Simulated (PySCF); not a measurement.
**[GeH3]− (SMILES [H][Ge-]([H])[H]): B2PLYP/STO-3G**

What is the vertical ionisation energy of [GeH3]− at B2PLYP/STO-3G? The job is set up through a Python script.

The results are computed with PySCF 2.14.0.

8 further runs of the same task are left out: 8 set aside as unsound or not needed.

### 1 Starting point

[GeH3]− has 4 atoms, charge -1, and is taken as a singlet. SMILES: `[H][Ge-]([H])[H]`. The shape comes from GFN2-xTB, which is rough for such elements, and wasn't checked as a minimum.

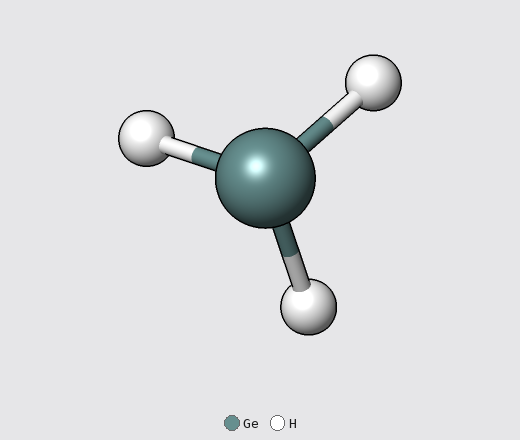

Viewed from a chosen angle; germanium teal, hydrogen white.

### 2 The energy at B2PLYP/STO-3G

job.py

```python
from pyscf import gto, dft, mp

mol = gto.Mole()
mol.atom = 'Ge -0.007520 0.005800 0.768010; H 1.421950 -0.031460 -0.244430; H -0.677460 1.249470 -0.271720; H -0.736970 -1.223820 -0.251850'
mol.charge = -1
mol.basis = 'sto-3g'
mol.spin = 0
mol.max_memory = 1860
mol.verbose = 4
mol.build()

ks = dft.RKS(mol, xc='0.53*HF + 0.47*B88, 0.73*LYP')
ks.conv_tol = 1e-10
ks.grids.level = 5
ks.kernel()
if not ks.converged:
    ks = ks.newton().run(ks.mo_coeff, ks.mo_occ)

pt = mp.MP2(ks, frozen=9).run()
energy = ks.e_tot + 0.27 * pt.e_corr
print('PT2 part  %.8f' % (0.27 * pt.e_corr))
print('Final energy', energy)
```

The run is started by

```bash
OMP_NUM_THREADS=1 python job.py
```

Output:

```text
PySCF version 2.14.0

[INPUT] num. atoms = 4
[INPUT] num. electrons = 36
[INPUT] charge = -1
[INPUT] spin (= nelec alpha-beta = 2S) = 0
[INPUT] symmetry False subgroup None
[INPUT] Mole.unit = angstrom
[INPUT] Symbol           X                Y                Z      unit          X                Y                Z       unit  Magmom
[INPUT]  1 Ge    -0.007520000000   0.005800000000   0.768010000000 AA   -0.014210740457   0.010960411522   1.451328560927 Bohr   0.0
[INPUT]  2 H      1.421950000000  -0.031460000000  -0.244430000000 AA    2.687096062825  -0.059450783879  -0.461905756627 Bohr   0.0
[INPUT]  3 H     -0.677460000000   1.249470000000  -0.271720000000 AA   -1.280213860348   2.361156100860  -0.513476382567 Bohr   0.0
[INPUT]  4 H     -0.736970000000  -1.223820000000  -0.251850000000 AA   -1.392671462021  -2.312684625765  -0.475927524472 Bohr   0.0

nuclear repulsion = 29.6050120139491
number of shells = 11
number of NR pGTOs = 63
number of NR cGTOs = 21
basis = sto-3g
ecp = {}

******** <class 'pyscf.dft.rks.RKS'> ********
method = RKS
initial guess = minao
damping factor = 0
level_shift factor = 0
DIIS = <class 'pyscf.scf.diis.CDIIS'>
diis_start_cycle = 1
diis_space = 8
diis_damp = 0
SCF conv_tol = 1e-10
SCF conv_tol_grad = None
SCF max_cycles = 50
direct_scf = True
direct_scf_tol = 1e-13
XC library pyscf.dft.libxc version 7.0.0
    S. Lehtola, C. Steigemann, M. J.T. Oliveira, and M. A.L. Marques.,  SoftwareX 7, 1–5 (2018)
XC functionals = 0.53*HF + 0.47*B88, 0.73*LYP
    A. D. Becke.,  Phys. Rev. A 38, 3098 (1988)
    C. Lee, W. Yang, and R. G. Parr.,  Phys. Rev. B 37, 785 (1988)
    B. Miehlich, A. Savin, H. Stoll, and H. Preuss.,  Chem. Phys. Lett. 157, 200 (1989)
radial grids:
    Treutler-Ahlrichs [JCP 102, 346 (1995); DOI:10.1063/1.469408] (M4) radial grids

becke partition: Becke, JCP 88, 2547 (1988); DOI:10.1063/1.454033
pruning grids: <function nwchem_prune>
grids dens level: 5
symmetrized grids: False
atomic radii adjust function: <function treutler_atomic_radii_adjust>
small_rho_cutoff = 0
Set gradient conv threshold to 1e-05
Initial guess from minao.
tot grids = 115360
init E= -2051.46278506419
  HOMO = -0.411788183990581  LUMO = -0.0523274159732775  gap/eV = 9.78143
cycle= 1 E= -2054.1348183152  delta_E= -2.67  |g|= 0.498  |ddm|= 2.03
  HOMO = 0.310894973885026  LUMO = 0.628959316750639  gap/eV = 8.65497
cycle= 2 E= -2054.22971054956  delta_E= -0.0949  |g|= 0.208  |ddm|= 1.32
  HOMO = 0.130669060588465  LUMO = 0.579661200902957  gap/eV = 12.21770
cycle= 3 E= -2054.25303868873  delta_E= -0.0233  |g|= 0.0101  |ddm|= 0.461
  HOMO = 0.132230077461373  LUMO = 0.581736078076964  gap/eV = 12.23168
cycle= 4 E= -2054.25312112919  delta_E= -8.24e-05  |g|= 0.00196  |ddm|= 0.0314
  HOMO = 0.131990467832063  LUMO = 0.58129555434273  gap/eV = 12.22621
cycle= 5 E= -2054.25312395706  delta_E= -2.83e-06  |g|= 0.000223  |ddm|= 0.00668
  HOMO = 0.131945397596179  LUMO = 0.581325081602223  gap/eV = 12.22824
cycle= 6 E= -2054.25312402335  delta_E= -6.63e-08  |g|= 5.53e-05  |ddm|= 0.000989
  HOMO = 0.131946297130395  LUMO = 0.581323327013183  gap/eV = 12.22817
cycle= 7 E= -2054.25312402776  delta_E= -4.41e-09  |g|= 9.85e-06  |ddm|= 0.000291
  HOMO = 0.131946494444602  LUMO = 0.581323143688288  gap/eV = 12.22816
cycle= 8 E= -2054.2531240279  delta_E= -1.43e-10  |g|= 1.86e-06  |ddm|= 5.24e-05
  HOMO = 0.131946641752857  LUMO = 0.581323169458628  gap/eV = 12.22816
cycle= 9 E= -2054.25312402791  delta_E= -4.09e-12  |g|= 1.99e-07  |ddm|= 1.02e-05
  HOMO = 0.131946640098963  LUMO = 0.581323135394535  gap/eV = 12.22816
Extra cycle  E= -2054.25312402791  delta_E= 2.27e-12  |g|= 6.24e-08  |ddm|= 6.94e-07
converged SCF energy = -2054.25312402791

******** <class 'pyscf.mp.mp2.RMP2'> ********
nocc = 9, nmo = 12
frozen orbitals 9
E(RMP2) = -2054.31611622615  E_corr = -0.0629921982401994
E(SCS-RMP2) = -2054.32762551087  E_corr = -0.0745014829660216
E_corr(same-spin) = -0.0012567172179435
E_corr(oppo-spin) = -0.0617354810222559
PT2 part  -0.01700789
Final energy -2054.2701319214316
```

Wall time 2 s (1 thread of Intel Xeon Platinum 8559C (Emerald Rapids), shared host); peak memory 0.2 GiB.

### 3 Doublet neutral GeH3

run.py

```python
from pyscf import gto, dft, mp

system = gto.M(
    atom='''
Ge    -0.014211     0.010960     1.451329
H      2.687096    -0.059451    -0.461906
H     -1.280214     2.361156    -0.513476
H     -1.392671    -2.312685    -0.475928
''',
    verbose=3,
    basis='sto-3g',
    max_memory=1860,
    unit='bohr',
    spin=1,
)

myscf = dft.UKS(system)
myscf.xc = '0.53*HF + 0.47*B88, 0.73*LYP'
myscf.conv_tol = 1e-10
myscf.grids.level = 5
myscf.kernel()
if not myscf.converged:
    myscf = myscf.newton().run(myscf.mo_coeff, myscf.mo_occ)

pt = mp.MP2(myscf, frozen=9).run()
e_tot = myscf.e_tot + 0.27 * pt.e_corr
print('PT2 part  %.8f' % (0.27 * pt.e_corr))
print(f'total energy: {e_tot:.8f} hartree')
```

The run is started by

```bash
OMP_NUM_THREADS=1 python run.py
```

Output:

```text
WARN: HOMO -0.411788205982758 >= LUMO -0.411788205982761

converged SCF energy = -2054.31882364506  <S^2> = 0.75129339  2S+1 = 2.001293
E(UMP2) = -2054.3824171363  E_corr = -0.0635934912403601
E(SCS-UMP2) = -2054.39370706546  E_corr = -0.0748834204011548
PT2 part  -0.01717024
total energy: -2054.33599389 hartree
```

It took 2.7 s on 1 thread of Intel Xeon Platinum 8559C (Emerald Rapids), shared host; peak memory 0.21 GiB.

### 4 What came out

Level: B2PLYP/STO-3G, 9 core orbitals frozen.

| quantity | value |
| --- | --- |
| singlet [GeH3]−: total energy | -2054.27013 Eh |
| singlet [GeH3]−: HOMO energy (SCF part's orbitals) | 3.59 eV |
| singlet [GeH3]−: LUMO energy (SCF part's orbitals) | 15.82 eV |
| singlet [GeH3]−: HOMO–LUMO gap (to an unbound level, set by the basis) | 12.23 eV |
| doublet neutral GeH3: total energy | -2054.33599 Eh |
| doublet neutral GeH3: dipole moment (SCF part) | 1.60 D |
| doublet neutral GeH3: HOMO energy (SCF part's orbitals) (highest over α and β) | -6.35 eV |
| doublet neutral GeH3: LUMO energy (SCF part's orbitals) (lowest over α and β) | 0.02 eV |
| doublet neutral GeH3: ⟨S²⟩ | 0.751 |
| vertical detachment energy (to the doublet neutral) | -1.792 eV |

**Reading.** The species is unbound against losing an electron at this level, by 1.79 eV (−41 kcal/mol); missing correlation or diffuse functions can give that sign where the real anion is bound. In a minimal basis such a difference can be off by several eV, whatever the method. Mulliken charges (singlet [GeH3]−) run from -0.29 on H4 to -0.13 on Ge1. The HOMO (singlet [GeH3]−) lies at positive energy, 3.59 eV; only total energies tell whether the electron is bound.
